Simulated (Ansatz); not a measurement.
A series of calculations on C2H11AlGeSi

Part 1: Relaxation

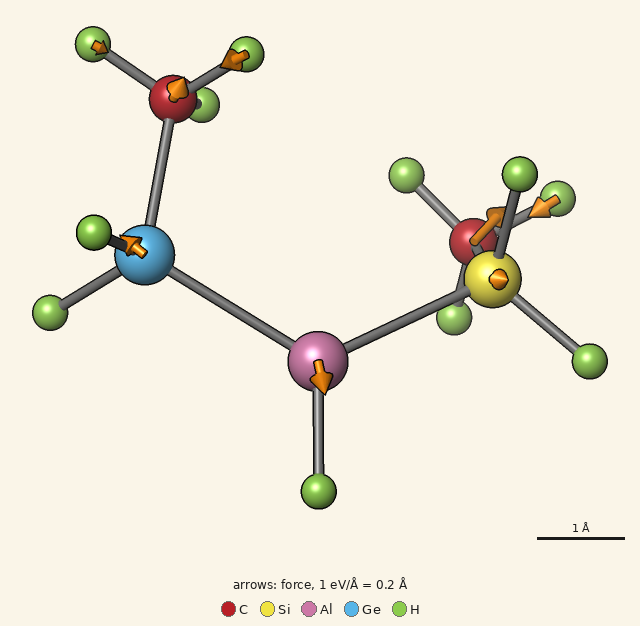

Starting geometry of C$_{2}$H$_{11}$AlGeSi with the computed forces as orange arrows. The picture is a ball-and-stick view, seen from a free direction.

The run prepares an end point of a later path (torsion) calculation, from a guessed geometry.

All numbers below come from Ansatz 0.2.0, RHF/def2-SVP. Set-up: no spin polarisation; force threshold 0.015 eV/Å; at most 40 steps.

> What follows when this structure is relaxed?

It isn't relaxed: the largest force vector, on a C atom, is 3.81 eV/Å. The final displacements have little in common with the starting forces (cosine between the two patterns 0.07). The energy falls by 0.648 eV in 35 accepted moves (37 points after the start). The largest force component goes from 3.3 to 0.0068 eV/Å. The line search rejected the trial steps at points 6, 18 of the run. The atom that moves furthest after the best rigid fit is an H atom (1.21 Å). Largest moves by element: H 1.21 Å, Si 0.42 Å, C 0.38 Å, Al 0.37 Å, Ge 0.11 Å. Some distances before and after: Al–Ge 2.344 → 2.529 Å, Al–Si 2.352 → 2.496 Å, C–Si 1.815 → 1.900 Å, C–H 1.172 → 1.092 Å. Bond angles that change, for instance: C–Si–Al 107.8° → 114.7°, Al–Ge–C 109.4° → 114.9°, Al–Ge–H 114.7° → 110.4°. Groups turn about Al–Si by about 45°.

Part 2: Relaxation

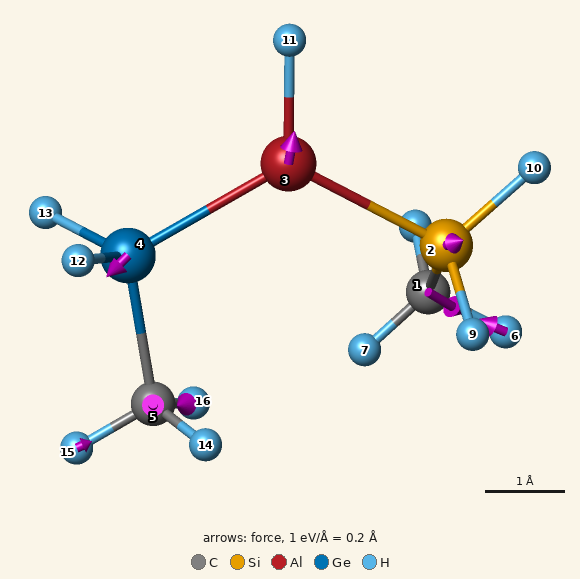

Starting geometry of C2H11AlGeSi with the computed forces as purple arrows. A ball-and-stick model, seen at a tilt.

The run prepares an end point of a later path (torsion) calculation, from a guessed geometry.

Level of theory: RHF/def2-SVP (Ansatz 0.2.0).

Input file:
```yaml
crystal:
  periodic: [false, false, false]
  atoms:
    - { symbol: C, position_ang: [0.4278, 1.8566, -1.4068] }
    - { symbol: Si, position_ang: [1.4964, 1.4116, -0.0091] }
    - { symbol: Al, position_ang: [1.4849, -0.9328, 0.1851] }
    - { symbol: Ge, position_ang: [2.14944, -2.30214, -1.59766] }
    - { symbol: C, position_ang: [2.74545, -1.1671, -3.1141] }
    - { symbol: H, position_ang: [0.3811, 3.0212, -1.5282] }
    - { symbol: H, position_ang: [0.7701, 1.4388, -2.3537] }
    - { symbol: H, position_ang: [-0.6138, 1.57, -1.2154] }
    - { symbol: H, position_ang: [2.8677, 1.9114, -0.2344] }
    - { symbol: H, position_ang: [1.004, 2.0117, 1.2635] }
    - { symbol: H, position_ang: [0.93837, -1.61348, 1.54273] }
    - { symbol: H, position_ang: [3.3558, -3.19512, -1.21886] }
    - { symbol: H, position_ang: [1.0464, -3.19457, -2.16239] }
    - { symbol: H, position_ang: [3.60476, -0.55273, -2.8437] }
    - { symbol: H, position_ang: [3.00134, -1.79758, -4.00525] }
    - { symbol: H, position_ang: [1.87238, -0.45289, -3.4007] }
basis:
  gaussian: { orbitals: def2-SVP }
hamiltonian:
  xc: hf
relax:
  f_tol: 0.015
  max_steps: 40
```

Run as
```bash
ansatz run input.yaml --threads 2 --pin off --max-ram 3072MiB --backend cpu --events-out ev --progress --plain --runs-dir out
```

Question: Is this structure relaxed? If not, where do the atoms go?

Answer: It isn't relaxed: the largest force vector, on C1, is 3.77 eV/Å. The final displacements have little in common with the starting forces (cosine between the two patterns 0.06). The energy falls by 62.8 kJ/mol in 33 accepted moves (38 points after the start). Largest force component: 3.2 eV/Å at the start, 0.013 eV/Å at the end. The line search rejected the trial steps at points 9, 17, 25, 35, 37 of the run. The forces were under the threshold at step 10, but the run went on from there. The atom that moves furthest after the best rigid fit is H9 (1.16 Å). By element the largest moves are H 1.16 Å, Si 0.42 Å, C 0.40 Å, Al 0.29 Å, Ge 0.12 Å. Some distances before and after: Al3–Ge4 2.344 → 2.529 Å, Si2–Al3 2.352 → 2.496 Å, C1–Si2 1.815 → 1.900 Å, C1–H6 1.172 → 1.092 Å. Bond angles that change, for instance: C1–Si2–Al3 107.8° → 114.7°, Al3–Ge4–C5 109.4° → 114.9°, Al3–Ge4–H13 114.7° → 109.3°. Groups turn about Si2–Al3 by about 45°.

Part 3: Path

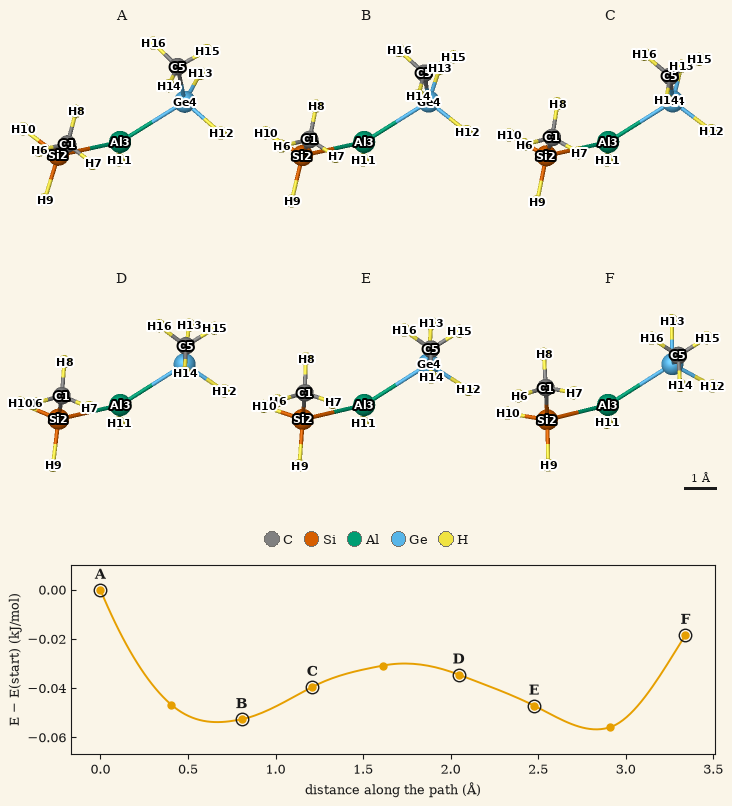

A search for the minimum-energy path of C$_{2}$H$_{11}$AlGeSi by the nudged elastic band. Images are numbered from 0 (start) to 8 (end). Frames A to F are images 0, 2, 3, 5, 6, 8. Style: ball-and-stick. Shown from a free direction.

Computed with Ansatz, RHF/def2-SVP. Settings: 7 movable images; climbing image; force threshold 0.05 eV/Å; iteration limit 60; starting path through a guess of the saddle point.

Question: What happens along the path, and what is the barrier?

Answer: The motion is a rotation about the Si2–Al3 bond by about 30°, with a turn of about 30° about Al3–Ge4. No bond forms or breaks between the ends. No barrier shows: the energy is highest at the start, and the end lies 0.02 kJ/mol below the start. The band converged in 10 iterations. The largest component of the band force went from 3.5 to 0.016 eV/Å.
